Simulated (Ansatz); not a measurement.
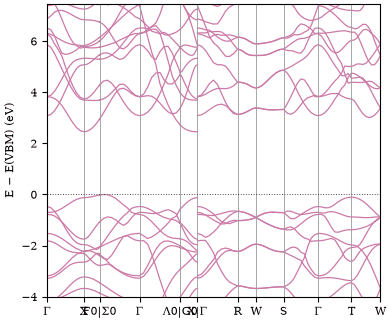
Figure. Band structure from the program Ansatz at the LDA level (PAW)

The gap is 2.46 eV; an edge lies off the plotted path or next to a special point (maximum off the standard path, minimum at X).

The material is SiS2 in space group Ibam (No. 72; S on 8j, Si on 4a).

The cell was relaxed with LDA under the symmetry of its start. A crystal of weakly bound chains computed without a dispersion correction: the cell and the soft elastic constants depend strongly on that.

Potentials: the later of the program's two PAW sets.
